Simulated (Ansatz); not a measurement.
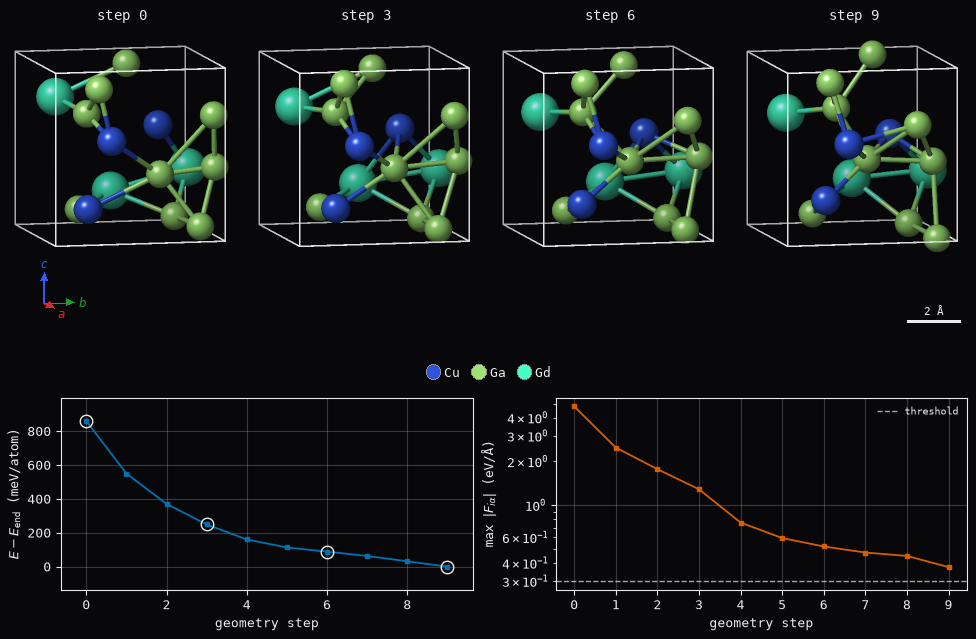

Frames of a relaxation of an amorphous cell of composition GdGa3Cu (coarse preliminary run), marked on the history of the run. Style: ball-and-stick. Shown: the cell of the calculation, slightly off an axis.

Theory: Ansatz, DFT PBEsol, scalar-relativistic, plane waves, PAW.

Input
```yaml
crystal:
  lattice:
    - [6.7023510753, 0.0, 0.0]
    - [0.0, 6.7023510753, 0.0]
    - [0.0, 0.0, 6.7023510753]
  atoms:
    - { symbol: Cu, position: [0.3366469202, 0.7598048947, 0.5958873289] }
    - { symbol: Cu, position: [0.7134724787, 0.2598680654, 0.1689969036] }
    - { symbol: Cu, position: [0.9380173268, 0.3451823101, 0.587868156] }
    - { symbol: Ga, position: [0.4166622511, 0.8371953091, 0.0763562211] }
    - { symbol: Ga, position: [0.9897256178, 0.2582577986, 0.8982172937] }
    - { symbol: Ga, position: [0.4965137671, 0.5357504869, 0.978877149] }
    - { symbol: Ga, position: [0.3798808048, 0.2825309226, 0.1277932824] }
    - { symbol: Ga, position: [0.7664755903, 0.6702726712, 0.3676301549] }
    - { symbol: Ga, position: [0.8314069252, 0.8920948843, 0.0676865396] }
    - { symbol: Ga, position: [0.9080396507, 0.9529271754, 0.7179952787] }
    - { symbol: Ga, position: [0.6907248318, 0.2565246731, 0.7198577046] }
    - { symbol: Ga, position: [0.7793313029, 0.9888265405, 0.4018010644] }
    - { symbol: Gd, position: [0.1099002041, 0.5354863021, 0.1947799657], spin: 7.65 }
    - { symbol: Gd, position: [0.3449176007, 0.1525559032, 0.7777568218], spin: 7.65 }
    - { symbol: Gd, position: [0.1697064915, 0.9730641746, 0.3250290847], spin: 7.65 }
basis:
  ecutwfc: 420
kpoints:
  mp_grid: { grid: [1, 1, 1] }
hamiltonian:
  xc: pbesol
scf:
  occupations: { method: gaussian, width: 0.1 }
  lower_state_search: "off"
  convergence: { dr2_threshold: 0.0001 }
output:
  forces: true
  stress: false
  eigenvalues: true
  populations: true
  hubbard: { sites: [{ species: Gd, l: f }] }
magnetization:
  spin_polarized: true
relax:
  adjacent_minimum: "off"
  f_tol: 0.3
  max_steps: 10
```

Command:
```bash
ansatz run input.yaml --threads 8 --pin off --max-ram 14336MiB --backend cpu --events-out ev --progress --plain --runs-dir out
```

What happens along the run?

The relaxation stopped without meeting its thresholds, so the last structure isn't shown to be converged. It used up its limit of 10 steps. After 9 geometry steps the energy has fallen by 860 meV per atom. The largest force component goes from 4.8 to 0.38 eV/Å. Ga10 moves most: 1.28 Å along [1 −3 −1]. By element the largest moves are Ga 1.28 Å, Gd 0.70 Å, Cu 0.54 Å. The cell stays as it was. Among the contacts that change: Ga10–Ga11 2.502 → 4.276 Å, Ga10–Gd13 4.686 → 3.132 Å, Ga8–Ga9 2.538 → 4.068 Å, Cu3–Ga10 4.170 → 2.897 Å. New bonds form, among them: Cu1–Ga8 (3.32 → 2.47 Å), Cu1–Gd13 (3.43 → 2.86 Å), Cu2–Gd15 (3.76 → 2.76 Å), Ga10–Gd13 (4.69 → 3.13 Å). Bonds break, among them: Ga5–Ga10 (2.44 → 3.65 Å), Ga6–Gd13 (2.97 → 4.02 Å), Ga6–Gd14 (3.07 → 4.28 Å). Bond angles that change, for instance: Ga9–Ga10–Ga12 145.6° → 89.6°, Cu2–Ga12–Gd15 94.8° → 56.6°, Ga9–Ga10–Gd15 157.6° → 121.9°. Cost: 24 s on 8 threads of Arm Neoverse V1, with other jobs on the host, peak memory 0.65 GiB. From step 0 to 3: Ga12 moves most (0.53 Å), energy −611 meV per atom. From step 3 to 6: Ga atoms move most (0.51 Å), energy −160 meV per atom. From step 6 to 9: Ga10 moves most (0.59 Å), energy −88.6 meV per atom.

```csv
step,"E − E(0), meV/atom","largest force component, eV/Å"
0,0.00,4.7740
1,-309.93,2.4892
2,-489.18,1.7695
3,-610.76,1.2867
4,-699.14,0.7593
5,-746.42,0.5947
6,-771.22,0.5201
7,-796.60,0.4725
8,-828.20,0.4480
9,-859.78,0.3751
```

Limits of the set-up: the k-point mesh is coarse for a cell with partly filled bands; the periodic images lie only 6.7 Å apart, so the values are limited by the cell's size.
